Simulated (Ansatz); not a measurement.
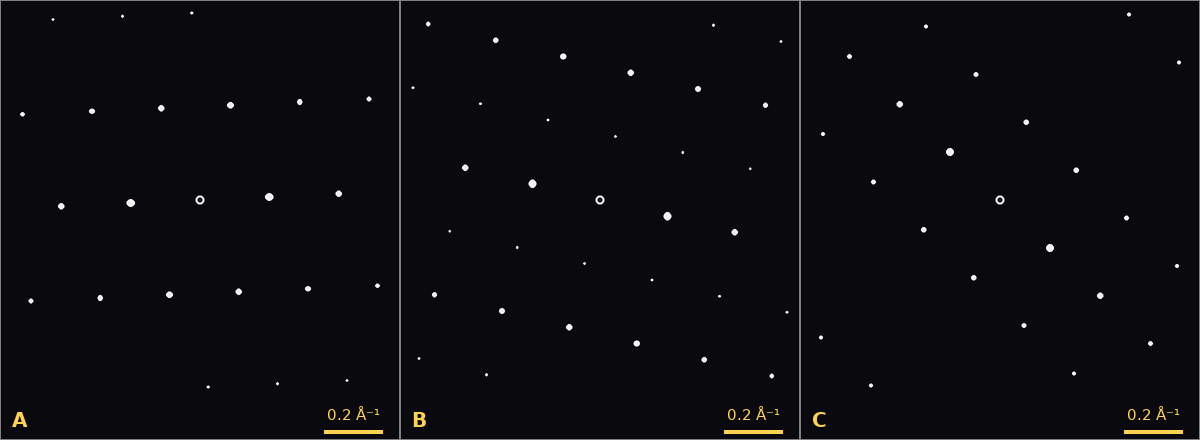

Computed electron diffraction patterns, 200 kV, single scattering only, B = 0.5 Å².

All three come from Br, space group Cmce (No. 64), a = 8.239 Å, b = 4.279 Å, c = 8.728 Å. Structure: coordinates from a relaxation at fixed volume with DFT PBE, spin-orbit coupling, plane waves, PAW (Ansatz).

### Assign the zone axes [010], [011], [021] to A, B and C.

A is [021]: centred rectangular net of 2 0 0 at d = 4.12 Å and 1 1 -2 at d = 2.86 Å, at 69.7°. B is [010]: rectangular net of 0 0 2 (weak) at d = 4.36 Å and 2 0 0 at d = 4.12 Å, at 90.0°. C is [011]: centred rectangular net of 2 0 0 at d = 4.12 Å and 1 1 -1 at d = 3.48 Å, at 65.0°.
